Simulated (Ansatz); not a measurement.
# SF+ (triplet): one geometry, many settings at distance F1–S2 = 1.652 Å

What do other methods and options give for SF+ (triplet) at this geometry, and how long do they take?

Program: Ansatz 0.2.0, Gaussian basis. Level of theory: the settings change from run to run. These are calculated values, not measurements.

23 further runs of the same task are left out: 7 for a known fault of the program, 11 that didn't finish, 5 set aside as unsound or not needed. Runs told in other sessions of the task aren't counted.

## 1. The system

The geometry derives from a PBE0/def2-TZVP stationary point (not a proven minimum). One bond is set to the value named and the two fragments are kept rigid.

2 atoms, charge 1, spin multiplicity 3.

Atoms are counted from 1 here; the program's logs count them from 0.

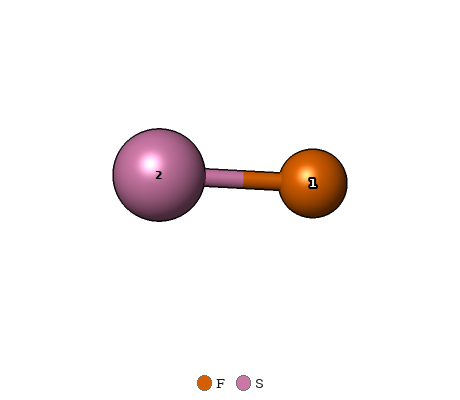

The geometry (fluorine orange, sulfur pink); atoms are numbered from 1 in the order of the file.

## 2. CCSDT on ROHF/6-31G

File in.yaml:

```yaml
crystal:
  periodic: [false, false, false]
  atoms:
    - {symbol: F, position_ang: [0.000000, 0.000000, 0.000000]}
    - {symbol: S, position_ang: [0.000000, 0.000000, 1.652000]}
basis:
  gaussian: {orbitals: 6-31G}
total_charge: 1
magnetization: {spin_polarized: false, initial_magnetization: 2}
correlation: {method: ccsdt, electrons: all, diis_vectors: 12}
```

Command:

```console
ansatz run in.yaml --threads 1 --pin off --events-out ev --progress --plain --max-ram 2393MiB
```

Standard output, shortened:

```text
Functional definition: HF
  name "HF"
  cite "Fock, Z. Phys. 61, 126 (1930) doi:10.1007/BF01340294"
  parent pbe
[...]
390 factors; integrals over basis functions are off by at most 2.7e-8 eV
[...]
mean field -13509.63151575 eV, -496.4698010466 hartree, gradient 2.1e-6 eV, S^2 2.000000; 0 other end points of the search recorded, 0 dependent functions left out
reference -13509.63151575 eV, -496.4698010466 hartree; 13, 11 occupied and 9, 11 virtual orbitals, 390 factors
second order -4.67812282 eV of doubles, -0.05321657 eV of singles
cycle   1  -4.53075441 eV  change    2.0e-1 eV  update   1.1e-1
[...]
cycle  15  -5.02964035 eV  change    4.4e-7 eV  update   1.2e-6
Total energy: -13514.66115609 eV, -496.6546369201 hartree
```

Run time: 4.5 s. Hardware: 1 thread of Arm Neoverse V1, shared host.

From the report: correlation -5.0296 eV; T1 0.026; largest double amplitude 0.11.

## 3. CASSCF(6,5)/STO-3G

File in.yaml:

```yaml
crystal:
  periodic: [false, false, false]
  atoms:
    - {symbol: F, position_ang: [0.000000, 0.000000, 0.000000]}
    - {symbol: S, position_ang: [0.000000, 0.000000, 1.652000]}
basis:
  gaussian: {orbitals: STO-3G}
total_charge: 1
magnetization: {spin_polarized: false, initial_magnetization: 2}
correlation: {active_space: {window: {electrons: 6, orbitals: 5}}}
```

Same command.

Standard output:

```text
Functional definition: HF
  name "HF"
  cite "Fock, Z. Phys. 61, 126 (1930) doi:10.1007/BF01340294"
  parent pbe
  exchange = exact_x
  correlation = 0
163 factors; integrals over basis functions are off by at most 1.1e-5 eV
mean field evaluation 1: about -13353.9847 eV, gradient 2.6e1 eV
mean field evaluation 2: about -13354.0312 eV, gradient 2.6e1 eV
mean field evaluation 4: about -13357.7841 eV, gradient 6.9e0 eV
mean field evaluation 8: about -13358.3683 eV, gradient 2.9e-2 eV
mean field evaluation 16: about -13356.9320 eV, gradient 1.0e0 eV
mean field -13358.36520713 eV, -490.9108667370 hartree, gradient 9.8e-6 eV, S^2 2.000000; 2 other end points of the search recorded, 0 dependent functions left out
reference -13358.36520713 eV, -490.9108667370 hartree; 13, 11 occupied and 1, 3 virtual orbitals, 163 factors
state -13359.98864459 eV, -490.9705269632 hartree
Total energy: -13359.98864459 eV, -490.9705269632 hartree
```

Run time: 0.15 s. Hardware: 1 thread of Arm Neoverse V1, shared host.

From the report: 100 determinants; active occupations 1.97, 1.91, 1.03, 1.00, 0.10.

## 4. MRCISD+Q(relaxed)(2,8)/6-31G

File in.yaml:

```yaml
crystal:
  periodic: [false, false, false]
  atoms:
    - {symbol: F, position_ang: [0.000000, 0.000000, 0.000000]}
    - {symbol: S, position_ang: [0.000000, 0.000000, 1.652000]}
basis:
  gaussian: {orbitals: 6-31G}
total_charge: 1
magnetization: {spin_polarized: false, initial_magnetization: 2}
correlation: {method: fic_mrcisd_q_relaxed, electrons: outside_noble_gas, active_space: {window: {electrons: 2, orbitals: 8}, states: [{multiplicity: 3, weights: [1, 0.5, 1]}]}}
```

The command is unchanged.

Standard output, shortened:

```text
Functional definition: HF
  name "HF"
  cite "Fock, Z. Phys. 61, 126 (1930) doi:10.1007/BF01340294"
  parent pbe
[...]
390 factors; integrals over basis functions are off by at most 2.7e-8 eV
[...]
mean field -13509.63151575 eV, -496.4698010466 hartree, gradient 2.1e-6 eV, S^2 2.000000; 0 other end points of the search recorded, 0 dependent functions left out
reference -13509.63151575 eV, -496.4698010466 hartree; 13, 11 occupied and 9, 11 virtual orbitals, 390 factors
state -13509.38132712 eV, -496.4606067839 hartree
state -13504.04988411 eV, -496.2646798674 hartree
state -13504.04109777 eV, -496.2643569752 hartree
contracted CI cycle   1: correlation 0.00000000 eV, 0.0000000000 hartree, residual 2.21e1 eV
contracted CI cycle   2: correlation -4.27415837 eV, -0.1570724229 hartree, residual 4.83e0 eV
contracted CI cycle   3: correlation -4.62386437 eV, -0.1699238815 hartree, residual 1.85e0 eV
[...]
contracted CI cycle   8: correlation -5.16317624 eV, -0.1897432271 hartree, residual 4.27e-2 eV
contracted CI cycle   9: correlation -5.16321716 eV, -0.1897447309 hartree, residual 2.06e-2 eV
contracted CI cycle  10: correlation -5.16322498 eV, -0.1897450182 hartree, residual 7.05e-3 eV
contracted CI cycle  11: correlation -5.16322579 eV, -0.1897450478 hartree, residual 2.10e-3 eV
contracted CI cycle  12: correlation -5.16322587 eV, -0.1897450509 hartree, residual 8.11e-4 eV
contracted CI cycle  13: correlation -5.16322588 eV, -0.1897450515 hartree, residual 3.98e-4 eV
state -13504.04109777 eV, -496.2643569752 hartree; corrected -13509.97626801 eV, -496.4824704587 hartree
an earlier search ended where averaged states of different weights were degenerate, so these states were given the mean of their weights and the orbitals were optimised with it; in the result, neighbours among these states lie up to 8.8e-3 eV apart
WARN: 2 active orbitals are nearly empty or full. The corrections depend on them more than the energy does, and are more stable in an active space without them
Total energy: -13511.73120831 eV, -496.5469633251 hartree
```

It took 4.8 s on 1 thread of Arm Neoverse V1, shared host.

From the report: 12 determinants; active occupations (of the averaged states) 0.70, 0.70, 0.60, 0.00, 0.00, 0.00, 0.00, 0.00. The report marks this result as in doubt.

## 5. MP2 on UHF/6-31G*

File in.yaml:

```yaml
crystal:
  periodic: [false, false, false]
  atoms:
    - {symbol: F, position_ang: [0.000000, 0.000000, 0.000000]}
    - {symbol: S, position_ang: [0.000000, 0.000000, 1.652000]}
basis:
  gaussian: {orbitals: "6-31G*"}
total_charge: 1
magnetization: {spin_polarized: true, initial_magnetization: 2}
correlation: {method: mp2, electrons: outside_noble_gas}
scf: {lower_state_search: off}
output: {forces: true}
```

The command is unchanged.

Standard output, shortened:

```text
Functional definition: HF
  name "HF"
  cite "Fock, Z. Phys. 61, 126 (1930) doi:10.1007/BF01340294"
  parent pbe
[...]
295 factors; integrals over basis functions are off by at most 9.2e-4 eV
[...]
mean field -13511.38489348 eV, -496.5342364897 hartree, gradient 1.6e-6 eV, S^2 2.020007; 0 other end points of the search recorded, 0 dependent functions left out
6 core orbitals not correlated: weight in the atoms' cores, before any rotation towards them, 1.000 or more for the frozen orbitals, at most 0.000 for the correlated occupied ones
reference -13511.38489348 eV, -496.5342364897 hartree; 7, 5 occupied and 21, 23 virtual orbitals, 295 factors
second order -7.26413537 eV of doubles, -0.00000000 eV of singles
[...]
Total energy: -13518.64902885 eV, -496.8011885407 hartree
Atom 0 at     0.000000     0.000000     0.000000 Å, force     0.000000     0.000000     3.748184 eV/Å
Atom 1 at     0.000000     0.000000     1.652000 Å, force    -0.000000    -0.000000    -3.748184 eV/Å
Dipole moment:    -0.000000     0.000000     0.631644 e Å
Checks for a lower state left out: starts, cluster_reference, orbital_swaps, neighbouring_geometries, increment
```

Run time: 0.33 s. Hardware: 1 thread of Arm Neoverse V1, shared host.

From the report: ⟨S²⟩ of the determinant 2.020 (pure triplet: 2.00).

## 6. BCCD/6-31G*

Changes to in.yaml since step 5:

```diff
@@ -9,4 +9,5 @@
 magnetization: {spin_polarized: true, initial_magnetization: 2}
-correlation: {method: mp2, electrons: outside_noble_gas}
-scf: {lower_state_search: off}
+hamiltonian: {xc: {name: PBE0}}
+correlation: {method: bccd, electrons: outside_noble_gas}
+scf: {omitted_lower_state_checks: [cluster_reference]}
 output: {forces: true}
```

Launched as before.

Standard output, shortened:

```text
Functional definition: PBE0
  name "PBE0"
  cite "Adamo & Barone, J. Chem. Phys. 110, 6158 (1999) doi:10.1063/1.478522"
  cite "Perdew, Burke & Ernzerhof, Phys. Rev. Lett. 77, 3865 (1996) doi:10.1103/PhysRevLett.77.3865"
  parent pbe
[...]
295 factors; integrals over basis functions are off by at most 9.2e-4 eV
[...]
mean field -13532.79612072 eV, -497.3210845777 hartree, gradient 2.9e-6 eV, S^2 2.005416; 0 other end points of the search recorded, 0 dependent functions left out
6 core orbitals not correlated: weight in the atoms' cores, before any rotation towards them, 1.000 or more for the frozen orbitals, at most 0.000 for the correlated occupied ones
reference -13510.84700360 eV, -496.5144694012 hartree; 7, 5 occupied and 21, 23 virtual orbitals, 295 factors
second order -8.05153835 eV of doubles, -0.35100007 eV of singles
cycle   1  -7.53777252 eV  change    8.4e-1 eV  update   1.5e-1
[...]
cycle  13  -8.15469387 eV  change    1.7e-6 eV  update   1.8e-6
[...]
Total energy: -13519.00169747 eV, -496.8141488736 hartree
Atom 0 at     0.000000     0.000000     0.000000 Å, force     0.000000    -0.000000     3.588661 eV/Å
Atom 1 at     0.000000     0.000000     1.652000 Å, force    -0.000000     0.000000    -3.588661 eV/Å
Dipole moment:     0.000000    -0.000000     0.643727 e Å
Checks for a lower state left out: cluster_reference
```

Run time: 2.9 s. Hardware: 1 thread of Arm Neoverse V1, shared host.

From the report: ⟨S²⟩ of the determinant 2.005 (pure triplet: 2.00); correlation -8.1547 eV; largest double amplitude 0.08.

## 7. BCCD(T) on ROHF/6-31G

File in.yaml:

```yaml
crystal:
  periodic: [false, false, false]
  atoms:
    - {symbol: F, position_ang: [0.000000, 0.000000, 0.000000]}
    - {symbol: S, position_ang: [0.000000, 0.000000, 1.652000]}
basis:
  gaussian: {orbitals: 6-31G, fitting: {mean_field: def2-universal-jkfit}}
total_charge: 1
magnetization: {spin_polarized: false, initial_magnetization: 2}
correlation: {method: bccd_t, electrons: outside_noble_gas}
output: {forces: true}
```

The command is unchanged.

Standard output, shortened:

```text
Functional definition: HF
  name "HF"
  cite "Fock, Z. Phys. 61, 126 (1930) doi:10.1007/BF01340294"
  parent pbe
[...]
205 factors; integrals over basis functions are off by at most 3.1e-3 eV
[...]
mean field -13509.63008750 eV, -496.4697485594 hartree, gradient 4.7e-7 eV, S^2 2.000000; 0 other end points of the search recorded, 0 dependent functions left out
6 core orbitals not correlated: weight in the atoms' cores, before any rotation towards them, 1.000 or more for the frozen orbitals, at most 0.000 for the correlated occupied ones
reference -13509.63008750 eV, -496.4697485594 hartree; 7, 5 occupied and 9, 11 virtual orbitals, 205 factors
second order -4.56576501 eV of doubles, -0.05287853 eV of singles
cycle   1  -4.43922999 eV  change    1.8e-1 eV  update   1.0e-1
[...]
cycle  13  -4.70621383 eV  change    1.9e-6 eV  update   2.7e-6
perturbative correction -0.19350900 eV, -0.0071113244 hartree
[...]
Total energy: -13514.52981033 eV, -496.6498100521 hartree
Atom 0 at     0.000000     0.000000     0.000000 Å, force    -0.000000     0.000000    -1.318340 eV/Å
Atom 1 at     0.000000     0.000000     1.652000 Å, force     0.000000    -0.000000     1.318340 eV/Å
Dipole moment:     0.000000    -0.000000     0.652587 e Å
```

Wall time 0.75 s (1 thread of Arm Neoverse V1, shared host).

From the report: correlation -4.8997 eV; largest double amplitude 0.10.

## 8. BCCD(T) on ROHF/STO-3G

File in.yaml:

```yaml
crystal:
  periodic: [false, false, false]
  atoms:
    - {symbol: F, position_ang: [0.000000, 0.000000, 0.000000]}
    - {symbol: S, position_ang: [0.000000, 0.000000, 1.652000]}
basis:
  gaussian: {orbitals: STO-3G}
total_charge: 1
magnetization: {spin_polarized: false, initial_magnetization: 2}
correlation: {method: bccd_t, electrons: all}
accuracy: high
scf: {omitted_lower_state_checks: [cluster_reference]}
output: {forces: true}
```

Same command.

Standard output, shortened:

```text
Functional definition: HF
  name "HF"
  cite "Fock, Z. Phys. 61, 126 (1930) doi:10.1007/BF01340294"
  parent pbe
[...]
223 factors; integrals over basis functions are off by at most 3.1e-8 eV
[...]
mean field -13358.36525341 eV, -490.9108684376 hartree, gradient 2.7e-8 eV, S^2 2.000000; 2 other end points of the search recorded, 0 dependent functions left out
reference -13358.36525341 eV, -490.9108684376 hartree; 13, 11 occupied and 1, 3 virtual orbitals, 223 factors
second order -1.34426355 eV of doubles, -0.03124649 eV of singles
cycle   1  -1.66831755 eV  change   -2.9e-1 eV  update   9.7e-2
[...]
cycle  25  -1.86916247 eV  change   1.5e-10 eV  update  8.6e-10
perturbative correction -0.21999723 eV, -0.0080847491 hartree
WARN: the results are in doubt because among natural orbitals full CI differs from the method by -0.083 eV
[...]
Total energy: -13360.45441311 eV, -490.9876436405 hartree
Atom 0 at     0.000000     0.000000     0.000000 Å, force     0.000000    -0.000000     0.755316 eV/Å
Atom 1 at     0.000000     0.000000     1.652000 Å, force    -0.000000     0.000000    -0.755316 eV/Å
Dipole moment:    -0.000000     0.000000     0.282932 e Å
In doubt: among natural orbitals full CI differs from the method by -0.083 eV
Checks for a lower state left out: cluster_reference
```

It took 0.96 s on 1 thread of Arm Neoverse V1, shared host.

From the report: correlation -2.0892 eV; largest double amplitude 0.13. The program marks this result as in doubt; its last lines say why.

## 9. BCCD(T)/6-31G*

File in.yaml:

```yaml
crystal:
  periodic: [false, false, false]
  atoms:
    - {symbol: F, position_ang: [0.000000, 0.000000, 0.000000]}
    - {symbol: S, position_ang: [0.000000, 0.000000, 1.652000]}
basis:
  gaussian: {orbitals: "6-31G*"}
total_charge: 1
magnetization: {spin_polarized: true, initial_magnetization: 2}
hamiltonian: {xc: {name: B3LYP}}
correlation: {method: bccd_t, electrons: outside_noble_gas}
```

Same command.

Standard output, shortened:

```text
Functional definition: B3LYP
  name "B3LYP"
  cite "Stephens, Devlin, Chabalowski & Frisch, J. Phys. Chem. 98, 11623 (1994) doi:10.1021/j100096a001"
  cite "Becke, Phys. Rev. A 38, 3098 (1988) doi:10.1103/PhysRevA.38.3098"
  cite "Lee, Yang & Parr, Phys. Rev. B 37, 785 (1988) doi:10.1103/PhysRevB.37.785"
  cite "Vosko, Wilk & Nusair, Can. J. Phys. 58, 1200 (1980) doi:10.1139/p80-159"
[...]
295 factors; integrals over basis functions are off by at most 9.2e-4 eV
[...]
mean field -13539.58327435 eV, -497.5705078730 hartree, gradient 2.3e-6 eV, S^2 2.004231; 0 other end points of the search recorded, 0 dependent functions left out
6 core orbitals not correlated: weight in the atoms' cores, before any rotation towards them, 1.000 or more for the frozen orbitals, at most 0.000 for the correlated occupied ones
reference -13510.69499258 eV, -496.5088830993 hartree; 7, 5 occupied and 21, 23 virtual orbitals, 295 factors
second order -8.15894371 eV of doubles, -0.42853966 eV of singles
cycle   1  -7.62083798 eV  change    9.4e-1 eV  update   1.6e-1
[...]
cycle  11  -8.28407904 eV  change   -6.0e-6 eV  update   1.0e-5
perturbative correction -0.29993268 eV, -0.0110223226 hartree
Total energy: -13519.27900429 eV, -496.8243397114 hartree
```

Wall time 1.6 s (1 thread of Arm Neoverse V1, shared host).

From the report: ⟨S²⟩ of the determinant 2.004 (pure triplet: 2.00); correlation -8.5840 eV; largest double amplitude 0.08.

## 10. CASSCF(6,4)/6-31G

File in.yaml:

```yaml
crystal:
  periodic: [false, false, false]
  atoms:
    - {symbol: F, position_ang: [0.000000, 0.000000, 0.000000]}
    - {symbol: S, position_ang: [0.000000, 0.000000, 1.652000]}
basis:
  gaussian: {orbitals: 6-31G}
total_charge: 1
magnetization: {spin_polarized: false, initial_magnetization: 2}
hamiltonian: {pseudopotentials: {relativity: none}}
correlation: {active_space: {window: {electrons: 6, orbitals: 4}}}
```

The command is unchanged.

Standard output:

```text
Functional definition: HF
  name "HF"
  cite "Fock, Z. Phys. 61, 126 (1930) doi:10.1007/BF01340294"
  parent pbe
  exchange = exact_x
  correlation = 0
218 factors; integrals over basis functions are off by at most 2.1e-4 eV
mean field evaluation 1: about -13503.6597 eV, gradient 5.4e1 eV
mean field evaluation 2: about -13503.6702 eV, gradient 5.4e1 eV
mean field evaluation 4: about -13508.8170 eV, gradient 1.7e1 eV
mean field evaluation 8: about -13509.6310 eV, gradient 2.2e-1 eV
mean field evaluation 16: about -13502.9368 eV, gradient 1.7e1 eV
mean field -13509.63134707 eV, -496.4697948477 hartree, gradient 2.1e-6 eV, S^2 2.000000; 0 other end points of the search recorded, 0 dependent functions left out
reference -13509.63134707 eV, -496.4697948477 hartree; 13, 11 occupied and 9, 11 virtual orbitals, 218 factors
state -13509.65319369 eV, -496.4705976962 hartree
Total energy: -13509.65319369 eV, -496.4705976962 hartree
```

Wall time 0.24 s (1 thread of Arm Neoverse V1, shared host).

From the report: 16 determinants; active occupations 2.00, 2.00, 1.00, 1.00.

## 11. All runs side by side

Where basis and cores are those of an earlier FCI/6-31G run (-13514.5720 eV), and the records show the same count of frozen orbitals and kind of state, the miss against it is given; a blank cell means that this couldn't be shown. † marks a result that the program doubts.

```
                                                  level         correlated  functions  energy (eV)  from FCI (meV)    time
                                    CCSDT on ROHF/6-31G                all         22  -13514.6612                   4.5 s
                                     CASSCF(6,5)/STO-3G                            14  -13359.9886                  0.15 s
MRCISD+Q(relaxed)(2,8)/6-31G (mean of several states) †  outside noble gas         22  -13511.7312                   4.8 s
                                      MP2 on UHF/6-31G*  outside noble gas         34  -13518.6490                  0.33 s
                         BCCD/6-31G* (on PBE0 orbitals)  outside noble gas         34  -13519.0017                   2.9 s
                                  BCCD(T) on ROHF/6-31G  outside noble gas         22  -13514.5298            42.2  0.75 s
                               BCCD(T) on ROHF/STO-3G †                all         14  -13360.4544                  0.96 s
                     BCCD(T)/6-31G* (on B3LYP orbitals)  outside noble gas         34  -13519.2790                   1.6 s
                                      CASSCF(6,4)/6-31G                            22  -13509.6532                  0.24 s
```

## 12. Results

```
quantity                                                           value
    runs                                                               9
quickest                                      CASSCF(6,5)/STO-3G, 0.15 s
 slowest  MRCISD+Q(relaxed)(2,8)/6-31G (mean of several states) †, 4.8 s
```

**Reading.** Total energies in different bases, with other cores or another treatment of relativity can't be set against each other. MRCISD+Q(relaxed)(2,8)/6-31G (mean of several states) † took 32 times as long as CASSCF(6,5)/STO-3G; the jobs differ in more than the method.
